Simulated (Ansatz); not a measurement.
**Si₂NH₃: nudged elastic band (part 2 of 2)**

The same run, continued: Si₂NH₃; UKS B3LYP-D4/def2-SVP (Ansatz 0.2.0). The run did not end well. One setting was made poor on purpose. It belongs to a series of runs on one base structure; here: band between the two ends.

Geometry of the input (Å):
```
N  -1.0499  0.2757  -0.9054
Si 0.5374  -0.4588  -1.0642
Si 1.4872  -0.4802  0.8986
H  -1.7734  -0.1407  -0.3391
H  -1.1576  1.2782  -0.9198
H  1.9563  -0.4742  2.3299
```

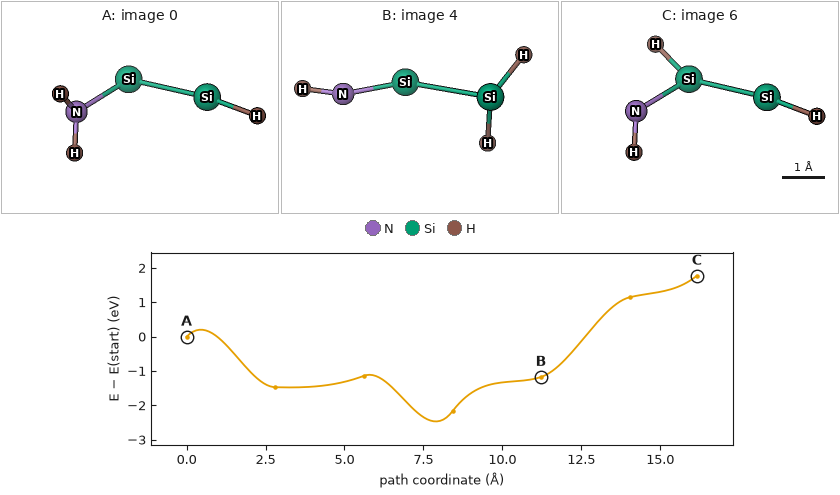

**Figure 1.** Images of the last band (counted from 0; ball-and-stick, seen at a tilt) above the energy along the path; the line is a cubic interpolation that uses the forces. No image lies above both ends; the end is 1.773 eV above the start. The path is 16.16 Å long. The band had not converged after 60 iterations. The end points carry forces over 0.1 eV/Å, so they aren't fully relaxed minima and the barriers are approximate.

```
Unfinished report: {"positions_ang":[[-1.4974670486392725,-0.4430854936172135,-0.97428265897359],[-0.11214189754255756,0.26250860689109223,-0.6150273741486226],[0.9220627322647852,-0.6740790007224288,1.4323045296305414],[-1.8285042652290053,-0.8802242893867464,-0.09197691830255712],[0.6954497450311179,1.1379716000992977,-1.4815075244318736],[3.0113807441149336,-0.5518314232640011,0.6761899462261008]],"unchecked":["starts","cluster_reference","orbital_swaps","neighbouring_geometries","increment"],"mean_field":{"relativity":"none","state":{"energy":{"ev":-17284.207408579397,"hartree":-635.1829066087272},"converged":true,"gradient_ev":8.031779447106898e-6,"stability":{"kind":"minimum","curvature_ev":0.45515795895964906},"curvature_floor_ev":0.00030000000000000003,"spin_squared":-7.105427357601002e-15},"others":[],"fillings":{"estimated":0,"unestimated":0,"tried":0,"untried":0,"excluded_magnetic_sites":0},"n_dropped_functions":0,"n_trapped_functions":0,"passes":{"evaluations":9,"products":51},"factors":{"origin":"Cholesky decomposition","count":669,"bound_ev":0.0009244495428503407},"gradient_stop_ev":0.000013654738768789472,"reference_kind":"stationary","functional":{"name":"B3LYP","citations":["Stephens, Devlin, Chabalowski & Frisch, J. Phys. Chem. 98, 11623 (1994) doi:10.1021/j100096a001","Becke, Phys. Rev. A 38, 3098 (1988) doi:10.1103/PhysRevA.38.3098","Lee, Yang & Parr, Phys. Rev. B 37, 785 (1988) doi:10.1103/PhysRevB.37.785","Vosko, Wilk & Nusair, Can. J. Phys. 58, 1200 (1980) doi:10.1139/p80-159"],"text":"name \"B3LYP\"\ncite \"Stephens, Devlin, Chabalowski & Frisch, J. Phys. Chem. 98, 11623 (1994) doi:10.1021/j100096a001\"\ncite \"Becke, Phys. Rev. A 38, 3098 (1988) doi:10.1103/PhysRevA.38.3098\"\ncite \"Lee, Yang & Parr, Phys. Rev. B 37, 785 (1988) doi:10.1103/PhysRevB.37.785\"\ncite \"Vosko, Wilk & Nusair, Can. J. Phys. 58, 1200 (1980) doi:10.1139/p80-159\"\nparameter a0 = 0.2\nparameter ax = 0.72\nparameter ac = 0.81\nexchange = (1 - a0 - ax)*slater_x + ax*b88_x + a0*exact_x\ncorrelation = (1 - ac)*vwn_rpa_c + ac*lyp_c\n","parameters":{"a0":{"value":0.2,"default":0.2},"ac":{"value":0.81,"default":0.81},"ax":{"value":0.72,"default":0.72}},"final_grid":{"core_spheres":13.0,"valence_spheres":11.0,"degree":36.0},"final_grid_parameter_source":"default","radial_points_factor":1.0,"radial_grid_error_ev":6.729326096032238e-7,"grid_sensitivity":"normal","grid_sensitivity_ratio":0.0013437628806248659},"unsmoothed_excess_ev":-0.00024331407549037218,"symmetry":{"irreps":["A"],"axes":[[0.9433886159769057,-0.26447037167695464,-0.20018327040547554],[0.19083831785834376,0.9264100586010094,-0.32456916021068943],[0.27129072170307633,0.26799221225238595,0.9244357838648914]],"occupied":[{"A":19},{"A":19}]},"held":{"pivots":669,"left_out":0,"joined":0},"density_repulsion":{"missed_ev":0.000022531680359926575,"excess_ev":0.0,"most_excess_ev":0.0001026,"are_drawn_again":false,"n_first_factors":669,"energy_change_ev":0.0,"n_dropped_ends":0}},"factors":{"origin":"Cholesky decomposition","count":669,"bound_ev":0.0009244495428503407},"n_frozen":0,"n_occupied":[19,19],"n_virtual":[46,46],"reference":{"ev":-17284.207408579397,"hartree":-635.1829066087272},"dispersion":{"energy":{"ev":-0.2572461086365046,"hartree":-0.009453620124716452},"switches_in_reach":[]},"total":{"ev":-17284.464654688032,"hartree":-635.1923602288518},"forces_ev_per_angstrom":[[-1.55676530520584,-0.5896279427330728,0.07396368062844265],[2.3014645998089915,0.23389780486515482,1.5096691688569968],[2.1309092128477287,0.3836289041549439,-1.1555085584133307],[-0.15479037870486093,-0.0999480457615914,-0.6330617122167432],[-0.17529824092357224,0.17754140107717842,-0.5513437075467612],[-2.5455198878205176,-0.10549212160513312,0.7562811286890384]],"charge_distribution":{"dipole_moment_e_ang":[0.007019200464254665,0.15733393769350737,0.33403998697890325],"mulliken_charges_e":[-0.31030530470228435,0.21016242308131794,0.1831244772024192,0.12354780058532211,-0.04762285015448997,-0.15890654601229448],"lowdin_charges_e":[-0.07288537779244209,0.1045272856622308,0.17391483314414735,-0.00009439129482746722,-0.08189991561072496,-0.12356243410837986]},"n_threads":2,"memory_gib":2.556818182580173,"seconds":{"hamiltonian":1.7998973820000002,"orbitals":0.0,"second_order":0.0,"solver_start":0.0,"cycles":0.0,"cycle":0.0,"perturbative":0.0,"full_ci_increment":0.0,"forces":0.0}}
this run last wrote the band of iteration 60 to [file]
Error: NEB band did not converge after 60 iterations: max|band force component| = 2.06e0 eV/Å (threshold 5.0e-2); raise `neb.max_iterations` in a new run, which can start from the last band evaluated (`neb.initial_path`, with `crystal.atoms` and `neb.final_atoms` set to its first and last images), add images, or start from endpoints closer to local minima. Where this run's directory can be resumed (`checkpoint.write`), a resume goes on for up to `neb.max_iterations` more; to start a new run from the last band, take its images' positions from the `neb_iteration` event of iteration 60 (`data.images[].positions_ang`), in the event stream of the run that computed that iteration (not this run's, if it was resumed behind it). With `checkpoint.write`, `steps/00-neb/state/checkpoint.json` in the run directory holds the last saved band, under `neb.evaluated.images[].positions_ang` (a band under a hybrid functional on support functions is neither saved nor resumed: `neb.initial_path` says where its path is): check the last entry of `neb.iterations` there, which is earlier than 60 if that iteration was not saved or its write failed. If the band's step has no `state` directory and holds `state.next`, a write was cut short, and the file is under `state.next` instead (behind a loss of power it can be under `state.prev`)
this run wrote the band of iteration 60 to [file] as well, whether or not its events were kept: a new run's `neb.initial_path` can list its `images[].positions_ang`
a run's events are kept only if it was started with --events-out <file>, and are in that file
```

## The last band as extended XYZ (Å, eV, eV/Å)
```
6
Properties=species:S:1:pos:R:3:forces:R:3 image=0 energy=-17285.61512
N    -1.0499    0.2757   -0.9054   -0.0851  -0.1277   0.0896
Si    0.5374   -0.4588   -1.0642    0.1496  -0.3842  -1.7807
Si    1.4872   -0.4802    0.8986   -0.0968   0.4158   1.2012
H    -1.7734   -0.1407   -0.3391   -0.2528  -0.1314   0.3485
H    -1.1576    1.2782   -0.9198   -0.0241   0.4533  -0.0851
H     1.9563   -0.4742    2.3299    0.3092  -0.2258   0.2265
6
Properties=species:S:1:pos:R:3:forces:R:3 image=1 energy=-17287.08499
N    -0.9456    0.2116   -0.7236   -0.0230  -0.0218  -0.0407
Si    0.4694    0.3784    0.2090   -0.0475   0.0990   0.0420
Si    2.0440    0.1910    1.6163    0.0491  -0.0011   0.0573
H    -1.8713    0.0639   -0.3342   -0.0387   0.0402   0.0655
H    -0.9539    0.2387   -1.7382    0.0479  -0.0629  -0.0591
H     1.2574   -1.0835    0.9708    0.0122  -0.0535  -0.0649
6
Properties=species:S:1:pos:R:3:forces:R:3 image=2 energy=-17286.75336
N    -0.7645   -0.0398   -0.6248    0.4844  -0.5261   0.0760
Si    0.2089   -1.3767   -0.0238   -0.0235   0.6247  -0.0440
Si    1.8482    0.3496    0.5250   -0.0813  -0.2177  -0.0927
H    -1.7324   -0.2342   -0.8512   -0.2066   0.2327  -0.1539
H    -0.5069    0.9364   -0.7909   -0.2888  -0.1273  -0.0226
H     0.9467    0.3647    1.7657    0.1158   0.0138   0.2372
6
Properties=species:S:1:pos:R:3:forces:R:3 image=3 energy=-17287.78467
N    -0.9796   -0.4766   -0.2721    0.7277   0.8227   0.4129
Si    0.1389   -1.3887   -1.1962    0.4446  -0.7818  -0.3490
Si    0.6017    0.3706    0.2064    0.2902  -0.0034   0.0668
H    -1.9834   -0.6433   -0.1511    0.1269   0.7177   0.1302
H     1.3369    1.6560   -0.2650   -1.2259  -0.2988  -0.1597
H     0.8856    0.4819    1.6779   -0.3635  -0.4563  -0.1013
6
Properties=species:S:1:pos:R:3:forces:R:3 image=4 energy=-17286.78620
N    -1.7466   -0.7042   -0.5878   -0.2592  -0.0281   0.2557
Si   -0.4698   -0.0998    0.0534   -0.0281  -0.0391   0.1813
Si    1.8022   -0.2564    0.2144    0.3746  -0.3531  -0.4107
H    -2.7169   -0.9318   -0.6993   -0.1580  -0.0130  -0.2602
H     1.6567    0.7890   -0.9070    0.2509   0.1019   0.1393
H     2.0699    0.6287    1.3991   -0.1802   0.3314   0.0947
6
Properties=species:S:1:pos:R:3:forces:R:3 image=5 energy=-17284.46441
N    -1.4975   -0.4431   -0.9743   -1.5568  -0.5896   0.0740
Si   -0.1121    0.2625   -0.6150    2.3015   0.2339   1.5097
Si    0.9221   -0.6741    1.4323    2.1309   0.3836  -1.1555
H    -1.8285   -0.8802   -0.0920   -0.1548  -0.0999  -0.6331
H     0.6955    1.1380   -1.4815   -0.1753   0.1775  -0.5513
H     3.0114   -0.5518    0.6762   -2.5455  -0.1055   0.7563
6
Properties=species:S:1:pos:R:3:forces:R:3 image=6 energy=-17283.84209
N    -1.0499    0.2757   -0.9054    1.7871  -0.6834  -0.7483
Si    0.5374   -0.4588   -1.0642   -2.8543   1.1155   1.8700
Si    1.4872   -0.4802    0.8986    0.1673  -0.0683  -0.7030
H    -1.7734   -0.1407   -0.3391   -0.2941  -0.1336   0.8656
H     0.6286   -0.4449   -2.5013    1.3761  -0.1774  -0.8328
H     1.9563   -0.4742    2.3299   -0.1822  -0.0528  -0.4516
```

## Outcome

| quantity | value |
| --- | --- |
| outcome | not converged |
| barrier, forward (band not converged) | 1.151 eV |
| barrier, backward | −0.622 eV |
| wall time | 9.9 min (CPU time 19 min) |
| peak memory | 0.2 GiB |

The run did not converge: “NEB band did not converge after 60 iterations: max|band force component| = 2.06e0 eV/Å (threshold 5.0e-2); raise `neb.max_iterations` in a new run, which can start from the last band evaluated (`neb.initial_path`, with `crystal.atoms` and `neb.final_atoms` set to its first and last images), add images, or start from endpoints closer to local minima …” Its last values are not results. A deliberately poor setting: ends not relaxed.
